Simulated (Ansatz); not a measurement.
## Electronic structure of C$_{3}$H$_{9}$Sn (doublet) in real space

Input

```
crystal:
  periodic: [false, false, false]
  atoms:
    - {symbol: C, position_ang: [0.354837, -0.140159, 0.777224]}
    - {symbol: C, position_ang: [0.899479, 0.121425, 2.174829]}
    - {symbol: C, position_ang: [1.693375, -3.302315, 2.528839]}
    - {symbol: Sn, position_ang: [0.689303, -1.623447, 3.477750]}
    - {symbol: H, position_ang: [0.463971, 0.747229, 0.129360]}
    - {symbol: H, position_ang: [0.881567, -0.968661, 0.276959]}
    - {symbol: H, position_ang: [-0.716441, -0.397371, 0.793780]}
    - {symbol: H, position_ang: [0.377617, 0.960127, 2.661083]}
    - {symbol: H, position_ang: [1.969415, 0.381273, 2.148434]}
    - {symbol: H, position_ang: [-1.005147, -2.011996, 3.570561]}
    - {symbol: H, position_ang: [2.771820, -3.106564, 2.449984]}
    - {symbol: H, position_ang: [1.277576, -3.441579, 1.518783]}
    - {symbol: H, position_ang: [1.535266, -4.221459, 3.109481]}
basis:
  gaussian:
    orbitals: def2-TZVPD
magnetization:
  spin_polarized: true
  initial_magnetization: 1
hamiltonian:
  xc: {name: PBE0}
output:
  forces: true
  orbitals: {seedname: orbitals}
```

Command:

```sh
ansatz run input.yaml --threads 2 --pin off --max-ram 4350MiB --events-out events.jsonl --progress --plain --runs-dir runs
```

Geometry: PBE0-D3(BJ)/def2-SVP; core potentials replace the inner electrons of Sn.

All numbers below come from isolated molecule in a Gaussian basis; Kohn-Sham density functional theory, functional PBE0 in Ansatz 0.2.0.

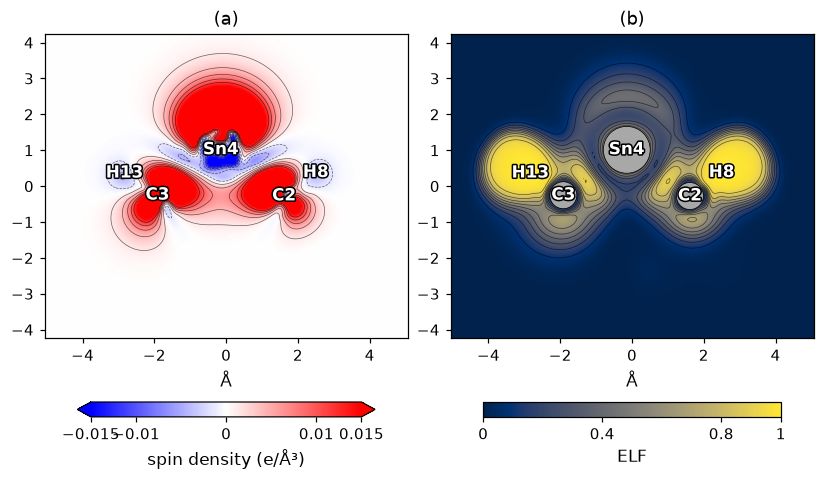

Figure 1. (a) spin density (α minus β); (b) ELF on the plane of atoms Sn4, C3 and H13. Grey discs cover the atomic cores in the ELF map.

What does the map show?

Answer. Atoms in the plane: C, Sn and H.
C–Sn (2.17 Å): the ELF peaks at about 0.90 in the valence shell of C, 0.7 Å from its nucleus, and drops to about 0.20 between the two atoms.
C–H (1.10 Å): the ELF climbs to about 1 towards the hydrogen, as it does in any bond to H (a covalent bond by its length).
The unpaired spin (1 electron) lies mostly on Sn4 (about 0.8), in electrons by Hirshfeld's partition.

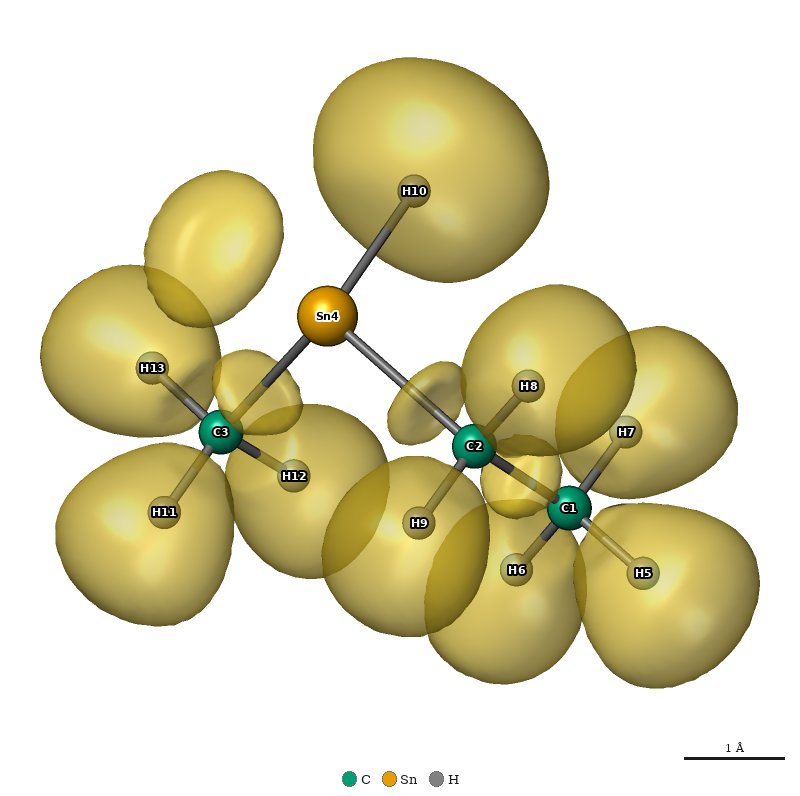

Figure 2. Isosurface of the electron localisation function at 0.8 (yellow), seen at an oblique angle. Only the valence region is drawn (cores and ρ < 0.01 e/Å³ removed).

Identify the bonds, lone pairs and shells in this picture.

Answer. The surface consists of one region between bonded C–C atoms (shared pairs), nine regions around hydrogen nuclei, two lobes of the valence shell of C pointing towards Sn (polar bonds) and one lobe on Sn, pointing away from the bonds (non-bonding electrons). Along the contacts the grid gives the following. C–C (1.52 Å): the ELF peaks at about 0.95 between the atoms, as expected for a shared electron pair.

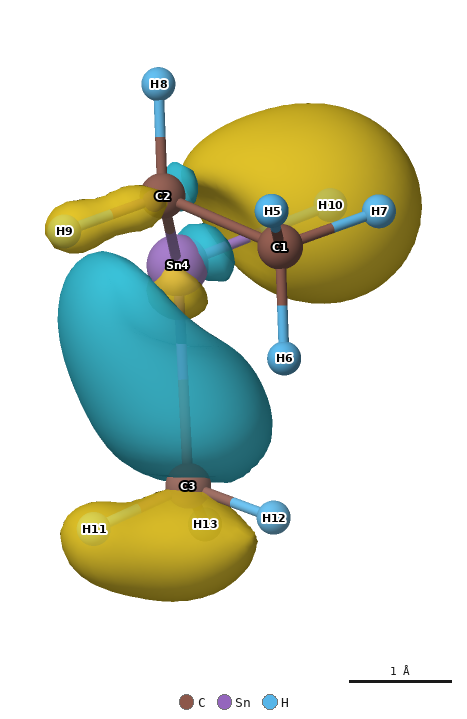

Figure 3. The HOMO−1 (β) at ±0.15 Å⁻³ᐟ² (yellow and cyan are the two phases), seen at an oblique angle.

What is the character of this orbital?

Answer. It lies mainly on Sn4 (about 35 %), H10 (about 30 %) and C3 (about 25 %). Its energy is −8.03 eV.
